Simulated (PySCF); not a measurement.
**CoOCl: singlet, from a bent start**

Where does singlet CoOCl go from a bent start, is the end point a minimum, and what are its modes, charges and moments?

Program: PySCF 2.14.0. Level of theory: PBE0, basis Co def2-TZVP, O def2-TZVP, Cl def2-TZVP, no relativity, density fitting. These are calculated values, not measurements.

## Step 1: The system as given

3 atoms, charge 0, spin multiplicity 1.

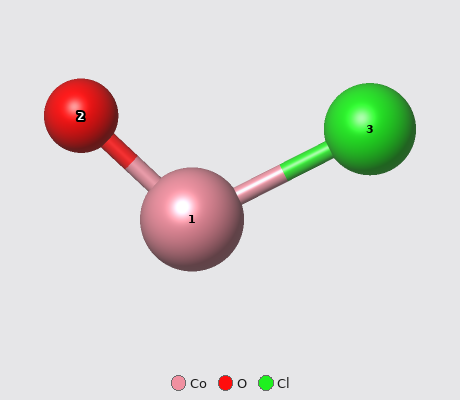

Start geometry, drawn with cobalt pink, oxygen red, chlorine green; atoms are numbered from 1 in the order of the file.

Z-matrix (Å, degrees; charge 0 multiplicity 1):
```
Co
O  1 1.6000
Cl 1 2.1000 2 110.00
```

## Step 2: The SCF at the typed geometry

The steps below are one call of a driver around PySCF. For each, scf.py gives the equivalent set-up of the SCF; relaxations use the driver's own optimiser. After this first run the driver tries any further starts and a stability analysis.

scf.py reads:

```python
from pyscf import gto, scf, dft
mol = gto.M(atom='''
Co     0.000000     0.000000     0.000000
O     -1.310600     0.000000     0.917700
Cl     1.720200     0.000000     1.204500''',
    basis={'Co': 'def2-TZVP', 'O': 'def2-TZVP', 'Cl': 'def2-TZVP'},
    charge=0, spin=0)
mf = dft.RKS(mol, xc='PBE0')
mf.grids.atom_grid = (50, 194)
aux = {'Co': 'def2-universal-JKFIT', 'O': 'def2-universal-JKFIT', 'Cl': 'def2-universal-JKFIT'}
mf = mf.density_fit(auxbasis=aux)
mf.conv_tol = 1e-08
mf.diis_space = 10
mf.max_cycle = 60
mf.init_guess = 'minao'
mf.verbose = 4
mf.kernel()
```

Run with:

```
$ OMP_NUM_THREADS=2 python axn.py task.json out
```

The program printed, cut to the lines that bear on the results:

```text
[... the frontier levels of the middle cycles are left out ...]
init E= -1916.85014081672
  HOMO = 0.182137747735845  LUMO = 0.18896483628306  gap/eV = 0.18577
cycle= 1 E= -1901.16126880389  delta_E= 15.7  |g|= 8.08  |ddm|= 9.74
  HOMO = -1.24291363646786  LUMO = -1.12609591198476  gap/eV = 3.17877
cycle= 2 E= -1850.17241320075  delta_E=   51  |g|= 19.5  |ddm|= 17.1
  HOMO = -0.725864009525253  LUMO = -0.659967610571405  gap/eV = 1.79313
cycle= 3 E= -1895.65035563684  delta_E= -45.5  |g|= 13.5  |ddm|= 10.2
cycle= 4 E= -1901.09864499905  delta_E= -5.45  |g|= 11.5  |ddm|= 2.04
cycle= 5 E= -1907.13050723754  delta_E= -6.03  |g|= 8.48  |ddm|= 5.68
cycle= 6 E= -1907.99361884355  delta_E= -0.863  |g|= 7.86  |ddm|= 4.06
cycle= 7 E= -1909.46948710446  delta_E= -1.48  |g|= 7.19  |ddm|= 3.82
cycle= 8 E= -1913.19192028448  delta_E= -3.72  |g|= 5.73  |ddm|= 2.46
cycle= 9 E= -1912.82194294993  delta_E= 0.37  |g|= 5.49  |ddm|= 2.14
cycle= 10 E= -1913.92102811204  delta_E= -1.1  |g|= 5.06  |ddm|= 0.449
cycle= 11 E= -1914.49838415387  delta_E= -0.577  |g|= 4.85  |ddm|= 0.414
cycle= 12 E= -1896.1879597114  delta_E= 18.3  |g|= 8.36  |ddm|= 20.9
cycle= 13 E= -1911.95583795654  delta_E= -15.8  |g|= 5.75  |ddm|= 20.9
cycle= 14 E= -1911.61930012631  delta_E= 0.337  |g|= 5.82  |ddm|= 0.187
[... 9 cycles left out ...]
cycle= 24 E= -1917.58327544487  delta_E= -4.48  |g|= 0.817  |ddm|= 3.24
cycle= 25 E= -1917.6910896772  delta_E= -0.108  |g|= 0.348  |ddm|= 0.513
cycle= 26 E= -1917.70416203693  delta_E= -0.0131  |g|= 0.129  |ddm|= 0.113
cycle= 27 E= -1917.70649988199  delta_E= -0.00234  |g|= 0.0245  |ddm|= 0.0621
cycle= 28 E= -1917.70675047458  delta_E= -0.000251  |g|= 0.0258  |ddm|= 0.0355
cycle= 29 E= -1917.70695270679  delta_E= -0.000202  |g|= 0.00697  |ddm|= 0.0257
cycle= 30 E= -1917.70705454656  delta_E= -0.000102  |g|= 0.00394  |ddm|= 0.0257
cycle= 31 E= -1917.70712932134  delta_E= -7.48e-05  |g|= 0.00422  |ddm|= 0.0256
cycle= 32 E= -1917.70720829415  delta_E= -7.9e-05  |g|= 0.00164  |ddm|= 0.0423
cycle= 33 E= -1917.70722562527  delta_E= -1.73e-05  |g|= 0.00113  |ddm|= 0.0287
cycle= 34 E= -1917.70722600302  delta_E= -3.78e-07  |g|= 0.000312  |ddm|= 0.0023
cycle= 35 E= -1917.70722604174  delta_E= -3.87e-08  |g|= 7.6e-05  |ddm|= 0.000799
cycle= 36 E= -1917.70722606404  delta_E= -2.23e-08  |g|= 0.000118  |ddm|= 0.000661
cycle= 37 E= -1917.70722607294  delta_E= -8.91e-09  |g|= 3.64e-05  |ddm|= 0.000271
  HOMO = -0.298975142065556  LUMO = -0.176913851571993  gap/eV = 3.32146
Extra cycle  E= -1917.70722607488  delta_E= -1.94e-09  |g|= 0.000109  |ddm|= 0.000142
converged SCF energy = -1917.70722607488
```

This step, with its further starts and checks, needed 14 s of wall time on 2 threads of Arm Neoverse V1, shared host.

The starts that the driver tried:

| start | energy (Eh) |
| --- | --- |
| the minimal-basis guess | -1917.707226 |
| a thermally smeared density | -1917.707226 |
| a smeared PBE density | -1917.707226 |

The test of internal stability and the other starts found no lower closed-shell solution.

## Step 3: Relaxation: bent start, singlet

The program finds Cs symmetry in the start, which this walk keeps. Threshold on the gradient: 0.0003 Eh/bohr, with a further test on the energy change.

Edit scf.py of step 2 so:

```diff
@@ -3,3 +3,3 @@
-Co     0.000000     0.000000     0.000000
-O     -1.310600     0.000000     0.917700
-Cl     1.720200     0.000000     1.204500''',
+Co    -0.356611     0.000000    -0.516834
+O     -1.667211     0.000000     0.400866
+Cl     1.363589     0.000000     0.687666''',
@@ -15 +14,0 @@
-mf.init_guess = 'minao'
```

Steps of the walk:

| step | energy (Eh) | change (kJ/mol) | largest symmetric gradient (Eh/bohr) |
| --- | --- | --- | --- |
| 0 | -1917.707226 | 0.00 | 0.05178 |
| 1 | -1917.713601 | -16.74 | 0.01579 |
| 2 | -1917.716110 | -23.33 | 0.00559 |
| 3 | -1917.717737 | -27.60 | 0.01618 |
| 4 | -1917.718213 | -28.85 | 0.00762 |
| 5 | -1917.718304 | -29.09 | 0.00136 |
| 6 | -1917.718313 | -29.11 | 0.00058 |
| 7 | -1917.718314 | -29.11 | 0.00014 |

The walk took 15 s.

Geometry (Å) and forces (eV/Å) at some steps:

```
step 0
Co  -0.357   0.000  -0.517  -1.085   0.000   2.662
O   -1.667   0.000   0.401   1.720   0.000  -1.786
Cl   1.364   0.000   0.688  -0.634   0.000  -0.876
step 1
Co  -0.360   0.000  -0.450   0.440   0.000   0.812
O   -1.671   0.000   0.361  -0.229   0.000  -0.326
Cl   1.371   0.000   0.661  -0.211   0.000  -0.486
step 4
Co  -0.345   0.000  -0.252  -0.394   0.000   0.162
O   -1.814   0.000   0.241   0.336   0.000  -0.147
Cl   1.498   0.000   0.582   0.058   0.000  -0.015
step 7
Co  -0.349   0.000  -0.226  -0.001   0.000   0.005
O   -1.824   0.000   0.225   0.005   0.000   0.010
Cl   1.513   0.000   0.573  -0.004   0.000  -0.016
```

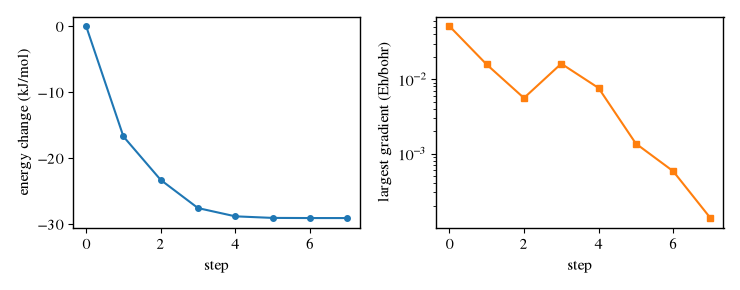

Energy and largest gradient along the walk.

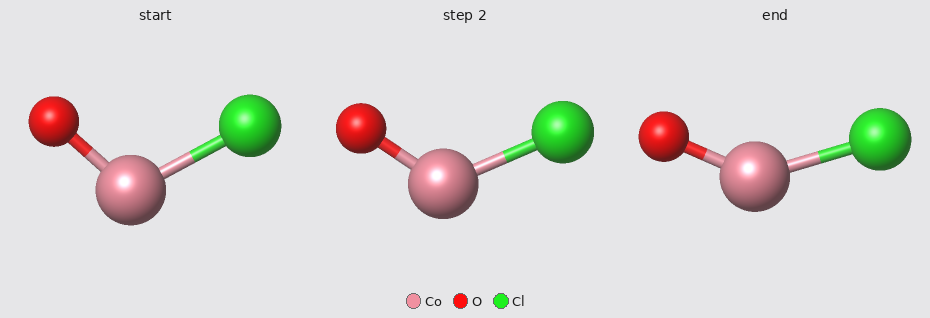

Start and end of the relaxation, with a step between.

It settles in Cs symmetry, 29.1 kJ/mol below the start, after 7 steps: Co–Cl 2.026 Å, Co–O 1.543 Å; Cl–Co–O 139.7°.

## Step 4: Is it a minimum? Harmonic modes

The point is checked on the finer grid, and tightened if its gradient asks for it. The Hessian and the dipole derivatives come from central differences of analytic gradients, with steps of 0.02 bohr.

Edit scf.py of step 3 so:

```diff
@@ -3,3 +3,3 @@
-Co    -0.356611     0.000000    -0.516834
-O     -1.667211     0.000000     0.400866
-Cl     1.363589     0.000000     0.687666''',
+Co    -0.377455     0.000000    -0.320428
+O     -1.852956     0.000000     0.131732
+Cl     1.483701     0.000000     0.479376''',
@@ -9 +9 @@
-mf.grids.atom_grid = (50, 194)
+mf.grids.atom_grid = (75, 302)
@@ -12 +12 @@
-mf.conv_tol = 1e-08
+mf.conv_tol = 1e-10
```

The driver hands on the density of the step before, so the log starts near convergence.

Log of the central SCF (cycles and frontier levels):

```text
init E= -1917.71821707129
  HOMO = -0.302003113300106  LUMO = -0.17606059962117  gap/eV = 3.42707
cycle= 1 E= -1917.71821707109  delta_E= 2.01e-10  |g|= 4.18e-05  |ddm|= 1.36e-05
  HOMO = -0.302007528374387  LUMO = -0.176067294546675  gap/eV = 3.42701
cycle= 2 E= -1917.71821706283  delta_E= 8.26e-09  |g|= 0.000267  |ddm|= 8.44e-05
  HOMO = -0.302003664039182  LUMO = -0.176061432329682  gap/eV = 3.42706
cycle= 3 E= -1917.7182170713  delta_E= -8.47e-09  |g|= 6.98e-07  |ddm|= 7.29e-05
  HOMO = -0.302003706343222  LUMO = -0.176061472281253  gap/eV = 3.42706
cycle= 4 E= -1917.71821707129  delta_E= 1.27e-11  |g|= 4.84e-07  |ddm|= 9.82e-07
  HOMO = -0.302003679913821  LUMO = -0.176061440656  gap/eV = 3.42706
Extra cycle  E= -1917.7182170713  delta_E= -8.64e-12  |g|= 1.13e-06  |ddm|= 2.01e-06
converged SCF energy = -1917.7182170713
```

The whole step took 44 s.

Geometry: Cs; Co–Cl 2.026 Å, Co–O 1.543 Å; Cl–Co–O 139.7°.

Modes, for the most abundant isotopes:

| symmetry | ω (cm⁻¹) | IR (km/mol) | μ (u) | type |
| --- | --- | --- | --- | --- |
| a' | 127 | 15.4 | 23.24 | bend |
| a' | 460 | 45.3 | 37.28 | stretch |
| a' | 1059 | 102 | 19.19 | stretch |

Every mode is real; the point is a minimum.

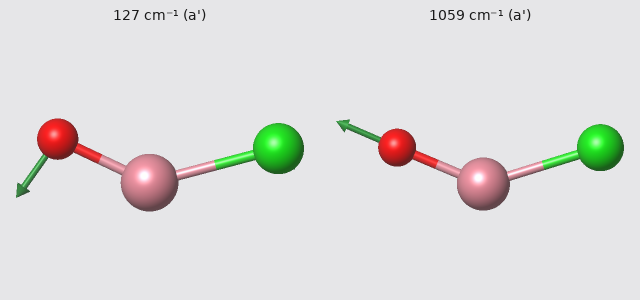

How the atoms move in 2 of the modes.

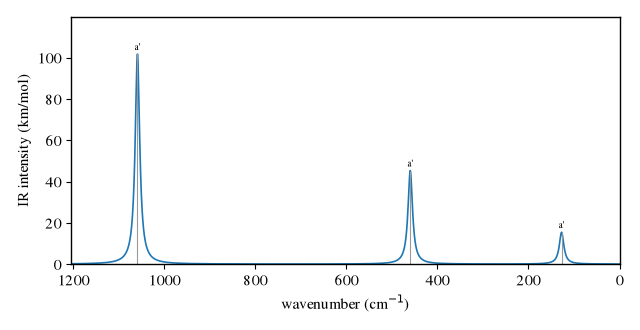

The harmonic infrared spectrum (widths in cm⁻¹). Lines are broadened to a width of 12 cm⁻¹ (Lorentzian).

Properties at this point:

| Quantity | Value |
| --- | --- |
| Dipole moment | 1.55 D |
| Highest occupied level | -8.22 eV |
| Lowest empty level | -4.79 eV |
| Rotational constants | 2.012, 0.1152, 0.109 cm⁻¹ |
| Zero-point energy | 9.8 kJ/mol |
| Principal polarisabilities | 26.8, 30.7, 63.5 bohr³ |
| Atomisation energy without zero-point energy | 565 kJ/mol |
| Principal traceless quadrupole moments about the centre of mass | -5.22, 2.41, 2.81 D Å |
| Entropy at 298.15 K and 1 bar | 282.5 J/(mol K) |
| Heat capacity Cp at 298.15 K | 48.2 J/(mol K) |
| Enthalpy at 298.15 K above 0 K | 12.46 kJ/mol |
| Rotational symmetry number | 1 |

Charges (e) and bond orders:

```
atom  Mulliken  Löwdin  polar tensor  Mayer order to Co1
 Co1      0.79    0.02          1.04                   –
  O2     -0.47   -0.17         -0.58                2.09
 Cl3     -0.32    0.15         -0.46                1.12
```

Outer orbital energies (eV). occupied: -11.97, -11.56, -10.88, -10.39, -10.15, -9.18, -9.09, -8.22; empty: -4.79, -4.30, -0.64, 2.49.

Mulliken populations on Co1: s 6.50, p 12.25, d 7.46, f 0.00.

## Step 5: The broken-symmetry singlet

A stability analysis found the closed shell of the lowest minimum unstable towards spin polarisation, so the unrestricted solution is followed.

The program finds Cs symmetry in the start, which may break. The walk stops when the largest gradient is under 0.0003 Eh/bohr and the energy has settled too.

Edit scf.py of step 4 so:

```diff
@@ -3,3 +3,3 @@
-Co    -0.377455     0.000000    -0.320428
-O     -1.852956     0.000000     0.131732
-Cl     1.483701     0.000000     0.479376''',
+Co    -0.377462     0.000000    -0.320304
+O     -1.852963     0.000000     0.131856
+Cl     1.483693     0.000000     0.479499''',
@@ -8,2 +8,2 @@
-mf = dft.RKS(mol, xc='PBE0')
-mf.grids.atom_grid = (75, 302)
+mf = dft.UKS(mol, xc='PBE0')
+mf.grids.atom_grid = (50, 194)
@@ -12 +12 @@
-mf.conv_tol = 1e-10
+mf.conv_tol = 1e-08
```

Energy and gradient, step by step:

| step | energy (Eh) | change (kJ/mol) | largest gradient (Eh/bohr) |
| --- | --- | --- | --- |
| 0 | -1917.741377 | 0.00 | 0.02358 |
| 1 | -1917.742986 | -4.22 | 0.00889 |
| 2 | -1917.743495 | -5.56 | 0.00356 |
| 3 | -1917.743765 | -6.27 | 0.00443 |
| 4 | -1917.748831 | -19.57 | 0.01381 |
| 5 | -1917.748851 | -19.62 | 0.01941 |
| 6 | -1917.749677 | -21.79 | 0.00607 |
| 7 | -1917.749863 | -22.28 | 0.00505 |
| 8 | -1917.750731 | -24.56 | 0.00720 |

The walk took 2 min.

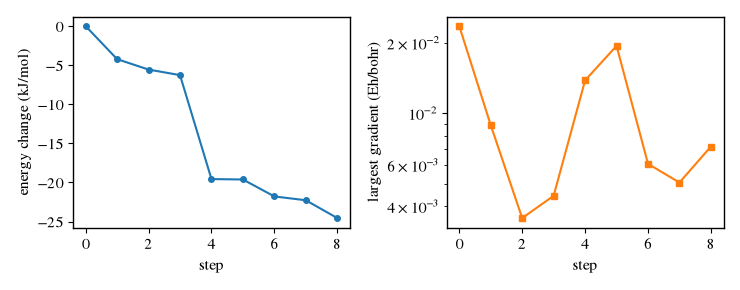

Energy and largest gradient along the walk.

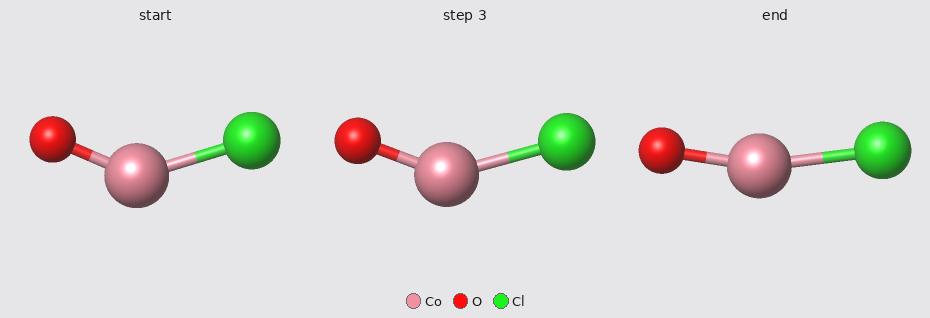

The geometry along the walk, at one scale.

It was stopped by the time limit after 8 steps, so the last geometry (Co–Cl 2.094 Å, Co–O 1.663 Å) is no stationary point.

## Step 6: What came out

| quantity | value |
| --- | --- |
| minimum | singlet, Cs (closed shell, unstable towards spin polarisation) |
| geometry | Co–Cl 2.026 Å, Co–O 1.543 Å; Cl–Co–O 139.7° |
| wavenumbers (cm⁻¹) | 127 (a'), 460 (a'), 1059 (a') |
| dipole moment | 1.55 D |
| highest occupied, lowest empty level | -8.22, -4.79 eV |
| polar-tensor charge of Co1 | +1.04 e |
| zero-point energy | 9.8 kJ/mol |

**Reading.** The bent start keeps its Cs symmetry and ends in a minimum. The strongest infrared band lies at 1059 cm⁻¹ (a', stretch). Only this shape and spin were tried, so other structures or states may lie lower. The closed shell proved unstable towards spin polarisation, so a lower open-shell solution exists.

The search up to here needed 4.2 min of wall time on 2 threads of Arm Neoverse V1, shared host.
